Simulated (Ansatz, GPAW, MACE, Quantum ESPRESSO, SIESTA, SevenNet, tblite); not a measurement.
# GPAW on HfO2(111) slab (54 atoms): settings against a plane-wave reference

Wanted: GPAW inputs and outputs for HfO2(111) slab (54 atoms), checked against a plane-wave reference.

Method: the method is named at each step, in GPAW 26.7.0.

### 1. The structure

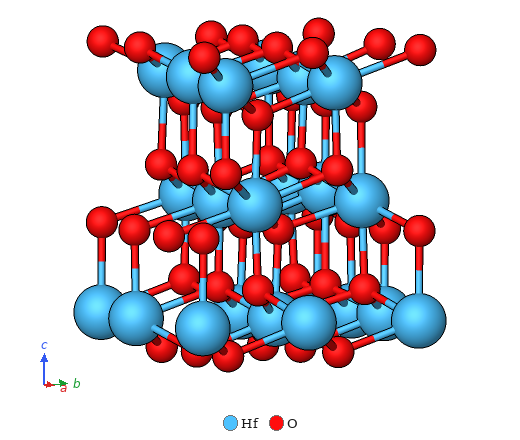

Start, viewed from the side, with the c axis up; hafnium blue, oxygen red. Bonds to atoms that aren't drawn are left out. Some periodic images of atoms are drawn too.

The cell holds 54 atoms: 18 Hf and 36 O. Cell: a = 10.776 Å, b = 7.184 Å, c = 17.332 Å, α = 90.0°, β = 90.0°, γ = 120.0°. It derives from HfO2 (fluorite-type). Fluorite-type HfO2 (a = 5.08 Å), (111) slab of 3 repeat layers, 3 x 2 surface cells, 10 Å of vacuum; not relaxed, displaced by a Gaussian of 0.02 Å. Then every atom was moved at random, 0.05 Å r.m.s. a Cartesian component. Vacuum lies along c.

The yardstick, on the same geometry:

```
method                                           : Kohn-Sham DFT, PBE, PAW, plane waves (Ansatz 0.2.0); cutoff 420 eV, Γ point, fermi-dirac smearing of 0.05 eV; PAW set soft_2
r.m.s. force component                           : 0.8861 eV/Å
longest force                                    : 3.14 eV/Å
gap (highest filled to lowest empty level) : 3.474 eV
SCF cycles                                       : 10
time                                             : 23 s on 4 threads of Arm Neoverse V1, shared host
CPU time                                         : 81 s
```

### 2. PBE, LCAO dzp, h 0.18 Å

Method: Kohn-Sham DFT, PBE, PAW, atomic orbitals (dzp).

Contents of run.py:

```python
import numpy as np
from ase.io import read
from gpaw import GPAW, FermiDirac

atoms = read("structure.xyz")
atoms.calc = GPAW(
    mode="lcao",
    basis="dzp",
    h=0.18,
    xc="PBE",
    kpts={"size": (1, 1, 1), "gamma": True},
    occupations=FermiDirac(0.05),
    maxiter=200,
    symmetry={"point_group": False},
    txt="gpaw.txt",
)
energy = atoms.get_potential_energy(force_consistent=True)
forces = atoms.get_forces()
print(f"energy {energy:.6f} eV")
print("forces (eV/A)")
for i, (a, f) in enumerate(zip(atoms, forces)):
    print(f"{i:4d} {a.symbol:2s} {f[0]:10.5f} {f[1]:10.5f} {f[2]:10.5f}")
print(f"Fermi level {atoms.calc.get_fermi_level():.4f} eV")
for k in range(len(atoms.calc.get_ibz_k_points())):
    for s in range(atoms.calc.get_number_of_spins()):
        e = atoms.calc.get_eigenvalues(kpt=k, spin=s)
        n = np.searchsorted(e, atoms.calc.get_fermi_level())
        print(f"k {k} spin {s} levels about the Fermi level:", np.round(e[max(n - 6, 0):n], 4).tolist(), "|", np.round(e[n:n + 6], 4).tolist())
```

Contents of structure.xyz:

```xyz
54
Lattice="10.77631 0.00000 0.00000 -3.59210 6.22170 0.00000 0.00000 0.00000 17.33235" Properties=species:S:1:pos:R:3 pbc="T T T"
Hf 1.81254 3.01354 5.78641
O 0.00722 4.01318 4.90731
O 1.85044 5.13452 6.43013
Hf 1.74375 5.15001 8.74972
O 1.92135 3.07483 7.94948
O 0.04634 4.15578 9.37143
Hf 0.03517 4.13762 11.65705
O 1.75572 5.16550 10.88090
O 8.92013 3.15639 12.33041
Hf 3.56685 0.01288 5.72054
O 1.73976 1.08214 4.95203
O 3.55564 2.06473 6.46965
Hf 3.66923 2.07593 8.56443
O -0.04400 6.20080 7.86611
O 1.79160 1.05004 9.37715
Hf 1.84710 1.13422 11.66623
O 3.53704 2.02846 10.80568
O 0.00079 0.02047 12.30891
Hf 5.39904 3.03886 5.74567
O 3.65403 4.09027 5.00056
O 5.37066 5.28229 6.45162
Hf 5.46119 5.18877 8.60447
O 5.38004 3.13263 7.92626
O 3.58492 4.11217 9.45046
Hf 3.66973 4.18160 11.53052
O 5.32569 5.20769 10.87258
O 1.76290 3.09150 12.36888
Hf 3.65522 6.17050 5.79108
O 5.40400 1.09676 4.97248
O 7.19010 2.19925 6.51436
Hf 7.17857 2.12701 8.58298
O 3.55450 6.21336 7.84479
O 5.46664 0.97668 9.37871
Hf 5.37469 1.02359 11.64422
O 7.23924 2.18002 10.76426
O 3.70299 0.07721 12.29713
Hf 8.93353 3.06021 5.78207
O 7.23525 4.18895 5.00125
O -1.82604 5.22585 6.43030
Hf -1.80273 5.10746 8.67085
O -1.78373 3.20150 7.92279
O 7.16201 4.17936 9.40869
Hf 7.17228 4.11397 11.52827
O -1.82098 5.16874 10.88645
O 5.37436 3.09878 12.32538
Hf 7.15572 6.21150 5.73891
O 8.92968 1.04749 4.98877
O 0.06865 2.03487 6.52026
Hf -0.00183 2.10038 8.60101
O -3.57608 6.21691 7.92019
O 9.00695 0.97749 9.41355
Hf 8.89006 0.99087 11.54785
O -0.02360 2.04476 10.87882
O 3.58941 6.07487 12.32521
```

Launch:

```
$ OMP_NUM_THREADS=1 python run.py > output.txt
```

Output:

```text
energy -466.441481 eV
forces (eV/A)
   0 Hf   -0.72614    2.20618   -0.82688
   1 O    -0.53290    0.61274    0.54235
   2 O    -1.16184    0.35216    0.30274
   3 Hf    1.20739    0.33301   -1.40035
   4 O    -1.43883    0.59646   -0.56362
   5 O    -0.65545   -0.48411    0.54480
   6 Hf   -1.29691   -1.02018   -1.02458
   7 O     0.35692   -0.14233   -0.52718
   8 O     0.44364   -0.35160    0.92956
   9 Hf    0.37593   -1.60869    0.29827
  10 O     0.44228   -0.67684   -0.70280
  11 O     1.40337   -0.79531    0.01169
  12 Hf   -1.81603   -1.20362    2.52081
  13 O     0.73033    0.00256   -0.02039
  14 O    -0.16281   -0.25922    0.33003
  15 Hf   -1.76862   -1.15525   -2.03447
  16 O     1.28976    0.45441   -0.24735
  17 O    -0.31634   -0.12906    0.58929
  18 Hf   -0.76668    0.91648   -1.35870
  19 O     0.33421    0.15366   -0.32088
  20 O     1.20916   -1.47282    1.04576
  21 Hf   -1.30043    1.12599    0.71236
  22 O     0.11602    0.01047   -0.70422
  23 O     0.48907    0.72192   -0.72161
[...]
46 O     0.16215    0.54659   -0.39055
  47 O    -1.16500    0.29034    0.53627
  48 Hf    1.72186   -1.22007    2.35799
  49 O    -0.36384   -0.44934   -0.46011
  50 O    -0.47554    0.65241   -0.90875
  51 Hf    2.22233    0.94316    0.13551
  52 O    -0.21567    1.06462   -0.61343
  53 O    -0.45891    2.35918    0.96901
Fermi level 2.9598 eV
k 0 spin 0 levels about the Fermi level: [0.8072, 0.87, 1.0015, 1.0453, 1.0842, 1.4147] | [4.7423, 4.7524, 4.8396, 4.9249, 5.0167, 5.0303]
```

gpaw.txt:

```text
Input parameters:
  mode=LCAO(),
  basis={'default': 'dzp'},
  h=0.18,
  kpts=MonkhorstPack(size=(1, 1, 1), gamma=True),
  maxiter=200,
  occupations=Occupations(name='fermi-dirac', width=0.05, fixmagmom=False),
  symmetry=Symmetry(point_group=False),
  xc=XC(name='PBE')
Unit cell  # Å
| periodic |         x |        y |         z |   lengths |     angles |
|----------|-----------|----------|-----------|-----------|------------|
|      yes | 10.776310 | 0.000000 |  0.000000 | 10.776310 |  90.000000 |
|      yes | -3.592100 | 6.221700 |  0.000000 |  7.184200 |  90.000000 |
|      yes |  0.000000 | 0.000000 | 17.332350 | 17.332350 | 119.999999 |
Number of symmetries: 1
Symmetry operations  # r_c * U_cc + t_c -> r_c
|   | kind |            matrix            |
|---|------|------------------------------|
| 0 |  E   |  1, 0, 0,  0, 1, 0,  0, 0, 1 |
BZ-sampling:
  Number of BZ points: 1
  Number of IBZ points: 1
  Monkhorst-Pack size: [1, 1, 1]
  Monkhorst-Pack shift: [0, 0, 0]
[... lines left out ...]
eigensolver:
density mixing:
  MSR1-Mixer
occupation numbers:
  Fermi-Dirac:
    width: 0.0500  # eV
FastPoissonSolver using
    Stencil: 8*3+1=25 point O(h^6) finite-difference Laplacian
xc functional:
  name: PBE with 2 nearest neighbor stencil
interpolation: tri-quintic # 5. degree polynomial
Initialization done in: 11.552 s
convergence criteria:
- Maximum [total energy] change in last 3 cyles: 0.0005 eV / valence electron
- Maximum integral of absolute [dens]ity change: 0.0001 electrons / valence electron
- Maximum integral of absolute [eigenst]ate change: 4e-08 eV^2 / valence electron
maximum number of iterations: 200
SCF iterations
|iter     |      energy | eigst |  dens |
|---------|-------------|-------|-------|
|iter:   1| -514.852908 |      c|       |
|iter:   2| -501.222887 |      c| -0.88 |
|iter:   3| -466.757855 |      c| -0.94 |
|iter:   4| -466.434208 |      c| -1.50 |
|iter:   5| -466.605671 |      c| -1.75 |
|iter:   6| -466.447366c|      c| -2.23 |
|iter:   7| -466.443323c|      c| -2.90 |
|iter:   8| -466.441821c|      c| -3.18 |
|iter:   9| -466.441484c|      c| -3.54 |
|iter:  10| -466.441481c|      c| -4.13c|
Converged in 10 steps
SCF loop duration: 188.899 s (18.890 s/step)
Energy contributions relative to reference atoms: (reference = -7451420.757797)
Energy contributions:
  Kinetic:         418.291927
  Coulomb:        -485.620652
  Zero:             17.739186
  External:          0.000000
  Xc:             -416.851942
  Entropy:          -0.000000
  Spinorbit:         0.000000
  ----------------------------
  Free energy:    -466.441481
  Extrapolated:   -466.441481
dipole moment: (-14.279326, 52.885587, 0.241978)  # |e|*Ang
Fermi level: 2.960
Eigenvalues  # (at kpt = [0.000, 0.000, 0.000])
| band index |      eig [eV] | occ [0-2] |
|------------|---------------|-----------|
|          0 |       -60.597 |     2.000 |
|        ... |               |           |
|        208 |         0.761 |     2.000 |
|        209 |         0.773 |     2.000 |
[...]
|        223 |         5.217 |     0.000 |
|        ... |               |           |
|        263 |         6.947 |     0.000 |
Gap: 3.328 eV
Transition (v -> c):
  (s=0, k=0, n=215, [0.00, 0.00, 0.00]) -> (s=0, k=0, n=216, [0.00, 0.00, 0.00])
No difference between direct/indirect transitions
Force computation time: 48.824  # s
timing:  # [seconds]
  Total:  249.308  # ━━━━━━━━━━━━━━━━━━━━━━━━━━━━━━━━━━━━━━━━━━━━━━━━━━━━━━━━
  Init:    11.551  # ━━╸
  SCF:    188.899  # ━━━━━━━━━━━━━━━━━━━━━━━━━━━━━━━━━━━━━━━━━━╸
  Forces:  48.824  # ━━━━━━━━━━━
```

Run time: 4.2 min. Hardware: 1 thread of Arm Neoverse V1, shared host; peak memory 1.5 GiB.

Banners, paths, timers and routine set-up lines are dropped from the logs unmarked, and long logs keep their key lines alone; longer cuts are marked.

Against the reference:

```yaml
r_m_s_force_component: 0.9992 eV/Å
r_m_s_difference_of_force_components: 166.7 meV/Å
longest_difference_of_force_vectors: 612.7 meV/Å
force_difference_over_r_m_s_force: 18.81 %
slope_of_forces_against_the_reference_s: 1.118
correlation_of_force_components: 0.9915
spacing_of_highest_filled_and_lowest_empty_level: 3.328 eV
gap_difference: -0.1459 eV
```

Length of the force difference by element (eV/Å):

```
element  atoms  mean  most
     Hf     18  0.42  0.61
      O     36  0.16  0.36
```

Levels nearest the highest filled one (eV from it): -0.61, -0.54, -0.41, -0.37, -0.33, 0.00, 3.33, 3.34, 3.42, 3.51, 3.60, 3.62.

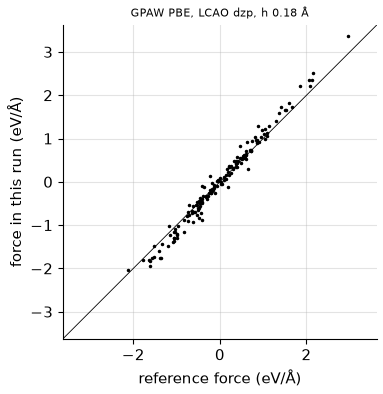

Force components against those of the reference; the line marks equality.

The surroundings of Hf40, which bears the longest force, nearest first, numbered as they follow in the input and with coordinates relative to it.

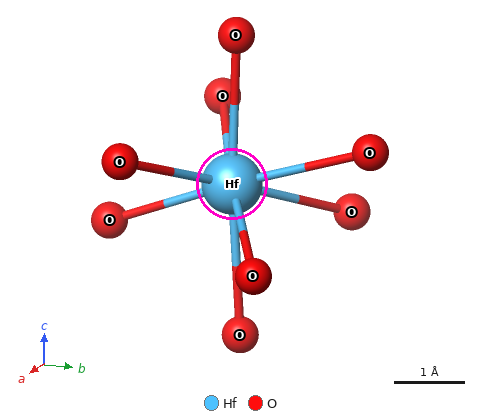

The atoms of the table, within 2.3 Å (arrows a, b, c point along x, y, z); some may hide others; the central atom is ringed.

```
atom      x      y      z  distance (Å)  bonds     Fx     Fy  Fz (eV/Å)
Hf40   0.00   0.00   0.00          0.00      8   0.42   3.36       1.10
 O41   0.02  -1.91  -0.75          2.05      4  -0.19  -1.81      -0.33
 O42  -1.81  -0.93   0.74          2.17      4  -0.20  -0.11      -0.70
  O6   1.85  -0.95   0.70          2.19      4  -0.66  -0.48       0.54
 O44  -0.02   0.06   2.22          2.22      4   0.90   0.05      -1.09
 O14   1.76   1.09  -0.80          2.22      4   0.73   0.00      -0.02
 O50  -1.77   1.11  -0.75          2.22      4  -0.36  -0.45      -0.46
 O39  -0.02   0.12  -2.24          2.24      4   0.63  -0.26       0.48
 O15   0.00   2.16   0.71          2.28      4  -0.16  -0.26       0.33
```

Atoms are counted from 1 here, from 0 in the log.

Forces lie 19 % from the reference's, at 3.1 times its CPU time (on 1 against 4 cores).

The difference per atom is largest on Hf (0.42 eV/Å on average, against 0.16 on O).

### 3. PBE, LCAO dzp, h 0.28 Å

Method: Kohn-Sham DFT, PBE, PAW, atomic orbitals (dzp).

Changes to run.py since step 2:

```diff
@@ -8,3 +8,3 @@
     basis="dzp",
-    h=0.18,
+    h=0.28,
     xc="PBE",
```

structure.xyz is that of step 2.

Output:

```text
energy -404.351993 eV
forces (eV/A)
   0 Hf   -0.72615    2.21056   -0.95056
   1 O     0.07906    1.74371    0.57172
   2 O    -4.02365    0.25872   -3.04118
   3 Hf    1.25664    0.37902   -1.51075
   4 O    -2.02383    2.61394   -0.19552
   5 O    -4.97082   -1.38501   -0.83441
[...]
51 Hf    2.23134    0.93275    0.25710
  52 O    -1.00155    0.95359    2.32552
  53 O    -0.56975    0.24785    3.97235
Fermi level 3.0148 eV
k 0 spin 0 levels about the Fermi level: [0.8097, 0.864, 1.0123, 1.0487, 1.0822, 1.4359] | [4.7324, 4.743, 4.8303, 4.9152, 5.0075, 5.0226]
```

gpaw.txt:

```text
Input parameters:
  mode=LCAO(),
  basis={'default': 'dzp'},
  h=0.28,
  kpts=MonkhorstPack(size=(1, 1, 1), gamma=True),
  maxiter=200,
  occupations=Occupations(name='fermi-dirac', width=0.05, fixmagmom=False),
[... lines left out ...]
  Fermi-Dirac:
[... lines left out ...]
convergence criteria:
- Maximum [total energy] change in last 3 cyles: 0.0005 eV / valence electron
[... lines left out ...]
Converged in 10 steps
[... lines left out ...]
  Free energy:    -404.351993
[... lines left out ...]
Fermi level: 3.015
[... lines left out ...]
|        ... |               |           |
|        263 |         6.967 |     0.000 |
Gap: 3.296 eV
Transition (v -> c):
  (s=0, k=0, n=215, [0.00, 0.00, 0.00]) -> (s=0, k=0, n=216, [0.00, 0.00, 0.00])
No difference between direct/indirect transitions
Force computation time: 16.653  # s
timing:  # [seconds]
  Total:  89.178  # ━━━━━━━━━━━━━━━━━━━━━━━━━━━━━━━━━━━━━━━━━━━━━━━━━━━━━━━━━
  Init:    8.164  # ━━━━━
  SCF:    64.322  # ━━━━━━━━━━━━━━━━━━━━━━━━━━━━━━━━━━━━━━━━━
  Forces: 16.653  # ━━━━━━━━━━╸
```

Wall time 91 s (1 thread); peak memory 0.53 GiB.

Against the reference:

| Quantity | Value |
| --- | --- |
| r.m.s. force component | 2.18 eV/Å |
| r.m.s. difference of force components | 1863 meV/Å |
| longest difference of force vectors | 5617 meV/Å |
| force difference over r.m.s. force | 210.3 % |
| slope of forces against the reference's | 1.315 |
| correlation of force components | 0.5374 |
| gap (highest filled to lowest empty level) | 3.296 eV |
| gap difference | -0.177 eV |
| energy less the same-level run's | 1150 meV/atom |
| r.m.s. force difference from the same-level run | 1850 meV/Å |

This is a coarse setting, run to see what it loses.

Against the first run (19 %), the force difference from the reference is 210 %, at 0.36 times the CPU time: the grid matters here.

The difference per atom is largest on O (3.8 eV/Å on average, against 0.49 on Hf). The forces add up to 22 eV/Å instead of zero, usually a sign of too coarse a grid.

### 4. PBE, LCAO szp(dzp), h 0.18 Å

Method: Kohn-Sham DFT, PBE, PAW, atomic orbitals (szp(dzp)).

Changes to run.py since step 3:

```diff
@@ -7,4 +7,4 @@
     mode="lcao",
-    basis="dzp",
-    h=0.28,
+    basis="szp(dzp)",
+    h=0.18,
     xc="PBE",
```

structure.xyz is that of step 3.

Output:

```text
energy -451.574240 eV
forces (eV/A)
   0 Hf   -0.71598    2.35711   -0.98002
   1 O    -0.57943    0.63696    0.44790
   2 O    -1.22639    0.33889    0.29873
   3 Hf    1.26003    0.38681   -1.42987
   4 O    -1.50099    0.64499   -0.61180
   5 O    -0.70904   -0.55051    0.64499
   6 Hf   -1.40182   -1.03578   -0.84046
   7 O     0.42025   -0.13888   -0.53311
   8 O     0.53505   -0.35801    1.07279
   9 Hf    0.43239   -1.65224   -0.00130
  10 O     0.37382   -0.77140   -0.89173
  11 O     1.43602   -0.83087   -0.01759
[...]
49 O    -0.31616   -0.41909   -0.50561
  50 O    -0.46847    0.65845   -0.92924
  51 Hf    2.17471    0.95554    0.36961
  52 O    -0.26482    1.06080   -0.64557
  53 O    -0.46831    2.52472    1.14765
Fermi level 3.2813 eV
k 0 spin 0 levels about the Fermi level: [1.0778, 1.1237, 1.2518, 1.3157, 1.3465, 1.6888] | [4.6899, 4.7103, 4.7577, 4.8611, 4.9567, 4.9822]
```

gpaw.txt:

```text
Input parameters:
  mode=LCAO(),
  basis={'default': 'szp(dzp)'},
  h=0.18,
  kpts=MonkhorstPack(size=(1, 1, 1), gamma=True),
  maxiter=200,
  occupations=Occupations(name='fermi-dirac', width=0.05, fixmagmom=False),
  symmetry=Symmetry(point_group=False),
  xc=XC(name='PBE')
[... lines left out ...]
  Fermi-Dirac:
[... lines left out ...]
convergence criteria:
- Maximum [total energy] change in last 3 cyles: 0.0005 eV / valence electron
[... lines left out ...]
Converged in 10 steps
[... lines left out ...]
  Free energy:    -451.574240
[... lines left out ...]
Fermi level: 3.281
[... lines left out ...]
|          0 |       -60.708 |     2.000 |
|        ... |               |           |
|        208 |         1.027 |     2.000 |
|        209 |         1.032 |     2.000 |
[...]
|        223 |         5.188 |     0.000 |
|        ... |               |           |
|        263 |         7.135 |     0.000 |
Gap: 3.001 eV
Transition (v -> c):
  (s=0, k=0, n=215, [0.00, 0.00, 0.00]) -> (s=0, k=0, n=216, [0.00, 0.00, 0.00])
No difference between direct/indirect transitions
Force computation time: 29.060  # s
timing:  # [seconds]
  Total:  156.014  # ━━━━━━━━━━━━━━━━━━━━━━━━━━━━━━━━━━━━━━━━━━━━━━━━━━━━━━━━
  Init:     9.364  # ━━━╸
  SCF:    117.554  # ━━━━━━━━━━━━━━━━━━━━━━━━━━━━━━━━━━━━━━━━━━
  Forces:  29.060  # ━━━━━━━━━━╸
```

It took 2.6 min on 1 thread; peak memory 1.4 GiB.

Numbers from this run, and their distance from the reference:

```yaml
r_m_s_force_component: 1.051 eV/Å
r_m_s_difference_of_force_components: 254.6 meV/Å
longest_difference_of_force_vectors: 969.4 meV/Å
force_difference_over_r_m_s_force: 28.73 %
slope_of_forces_against_the_reference_s: 1.163
correlation_of_force_components: 0.9799
spacing_of_highest_filled_and_lowest_empty_level: 3.001 eV
gap_difference: -0.4724 eV
```

This is a coarse setting, run to see what it loses.

Against the first run (19 %), the force difference from the reference is 29 %, at 0.63 times the CPU time, with 612 basis functions against 990: the smaller basis costs accuracy.

### 5. All runs compared

Differences are against the plane-wave reference, forces as r.m.s. over components; share is that over the reference's r.m.s. force, slope the least-squares factor from reference forces to these. Total energies of different programs have different zeros and aren't compared.

```csv
run,"Δ force, r.m.s. (meV/Å)",share (%),slope,Δ gap (eV),cores,CPU time,memory (GiB)
reference,-,-,-,-,4,81 s,1.6
"GPAW PBE, LCAO dzp, h 0.18 Å",167,18.8,1.118,-0.146,1,4.2 min,1.5
"GPAW PBE, LCAO dzp, h 0.28 Å (coarse)",1863,210,1.315,-0.177,1,91 s,0.53
"GPAW PBE, LCAO szp(dzp), h 0.18 Å (coarse)",255,28.7,1.163,-0.472,1,2.6 min,1.4
```

Rows marked coarse were listed beforehand as settings not expected to be converged; some can still land near the reference.

CPU time is summed over cores on a shared host, where runs went side by side, so it is rough. Symmetry, cutoffs, thresholds, outputs and thread counts weren't matched or tuned between programs; memory under MPI is the largest rank's times the ranks.

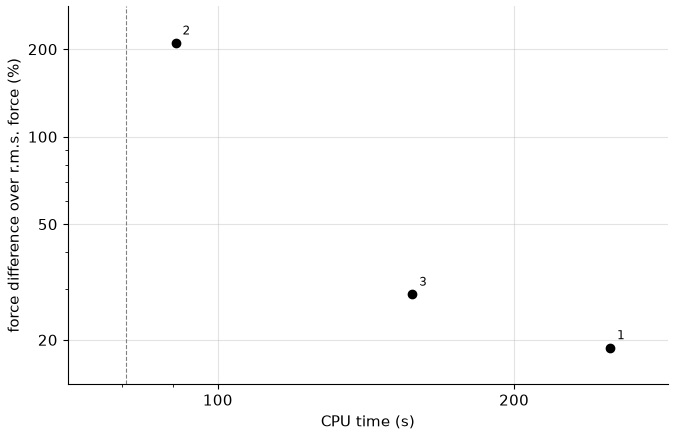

Force difference against CPU time; the dashed line marks the reference's time. Points: 1 GPAW PBE, LCAO dzp, h 0.18 Å; 2 GPAW PBE, LCAO dzp, h 0.28 Å; 3 GPAW PBE, LCAO szp(dzp), h 0.18 Å.

Within one program, basis, potentials and functional, energies share a zero. Each run against its twin at the usual cutoff or grid and solver:

| run | twin | Δ energy (meV/atom) | Δ force, r.m.s. (meV/Å) | CPU time over the twin's |
| --- | --- | --- | --- | --- |
| GPAW PBE, LCAO dzp, h 0.28 Å | LCAO dzp, h 0.18 Å | 1150 | 1850 | 0.36 |

### 6. Summary of results

```yaml
nearest_in_forces: GPAW PBE, LCAO dzp, h 0.18 Å, 19 %
its_cpu_time: 4.2 min
```

The PBE run in local orbitals, coarse settings apart, differs by 19 % (GPAW PBE, LCAO dzp, h 0.18 Å); basis, grid and potentials can all enter. Runs with settings chosen to be coarse differ by 29 % (GPAW PBE, LCAO szp(dzp), h 0.18 Å) to 210 % (GPAW PBE, LCAO dzp, h 0.28 Å), their programs' other errors included. None of the electronic-structure runs in the table takes under half the reference's CPU time of 81 s; they take 1.1 to 3.1 times as much. GPAW PBE, LCAO szp(dzp), h 0.18 Å stiffens the forces by a factor of 1.16 while following their directions (correlation 0.980). At the same functional, gaps differ from the reference's 3.47 eV by between -0.47 and -0.15 eV. These are spacings on the run's k-points, which needn't hold the band edges. The potentials hold different valence shells: 684 electrons in the reference, 432 in GPAW; this bears on time and differences. The electronic-structure runs sample only Γ, in a cell whose shortest periodic width is 6 Å. Spin–orbit coupling is left out, which matters for the levels of the heavy elements.

[Also dropped from logs without a mark: logging warnings of Python, and SIESTA's first energy breakdown and zero terms.]

[Logs are printed without paths, hosts, clocks, repeated set-up lines and the standing remarks that a program may print on its own settings, such as how far it seeks lower states.]

[Hosts, paths, dates, database ids (printed as entryN), source tags and the programs' standing remarks are cut or masked in the printed files.]
